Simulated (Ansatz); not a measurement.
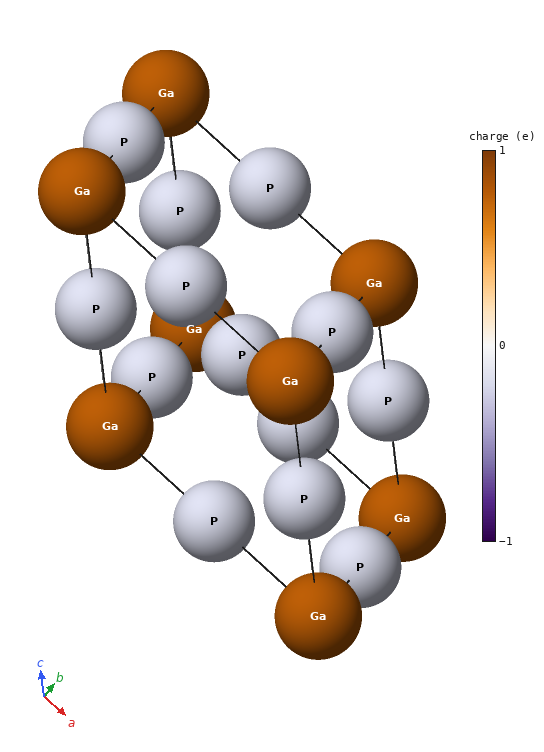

This spheres-only model is shown slightly off an axis. Thin lines show the simulation cell, with boundary atoms drawn in all their periodic places. The atoms of this GaP$_{4}$ cell are coloured by their Bader charge.

Results below were computed with Ansatz, DFT PBE, scalar-relativistic, plane waves, PAW; the settings were a basis cut at 420 eV, a 10×10×10 sampling of the Brillouin zone, Gaussian smearing of 0.1 eV, no spin polarisation.

Describe the charge distribution among the elements.

Answer. Most positive: Ga; most negative: P. Charges: about Ga +0.8 e; P -0.2 e.

The initial geometry was a structure type filled with these elements by a generator (whether the compound takes this form wasn't checked). Earlier steps of the study, as a rule a relaxation of our own, may have changed the cell and positions, so they can lie some per cent off the listed ones. An electronic-structure calculation with Ansatz was run on it.
